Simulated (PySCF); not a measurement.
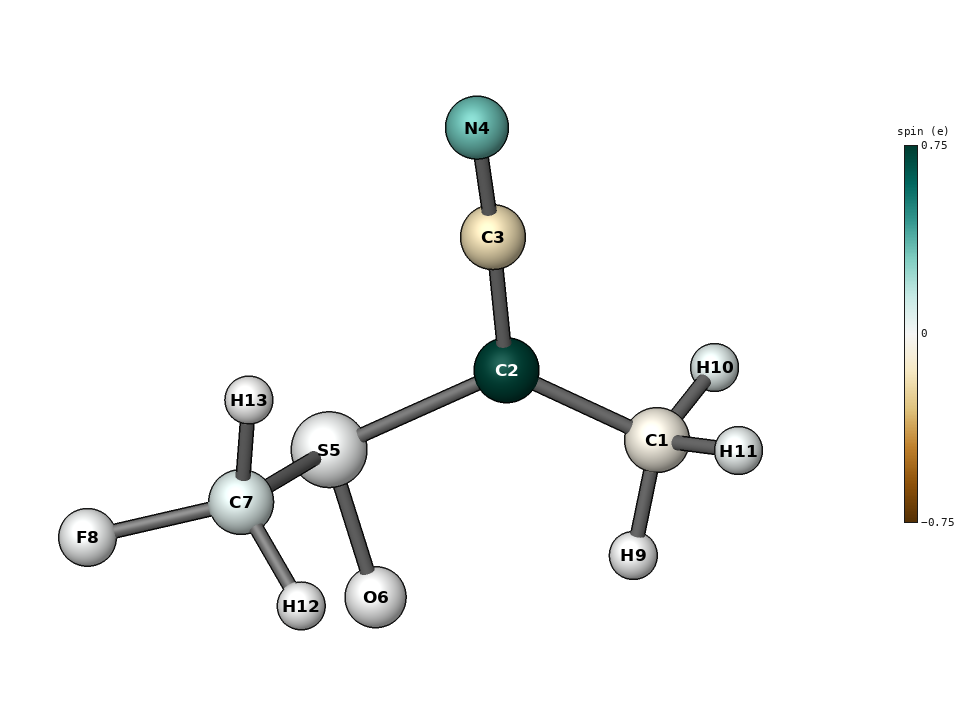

Atoms are coloured by their Mulliken spin populations. The species is neutral and a spin doublet. The computed structure is the end point of a GFN2-xTB optimisation. No frequency run is at hand to confirm it as a minimum. Level of theory: UKS B3LYP, pcH-1 on C F H N O S, non-relativistic (PySCF 2.14.0).

**Which atom carries the largest spin population?**

C2 (0.73 e).

**Which atom has the lowest spin population?**

C3 (−0.18 e); a negative value comes from spin polarisation.

List the Mulliken spin populations.

```
atom  value (e)
  C1      −0.06
  C2       0.73
  C3      −0.18
  N4       0.34
  S5       0.01
  O6       0.00
  C7       0.06
  F8       0.01
  H9       0.00
 H10       0.05
 H11       0.03
 H12       0.00
 H13       0.00
```

Mulliken values depend strongly on the basis set.
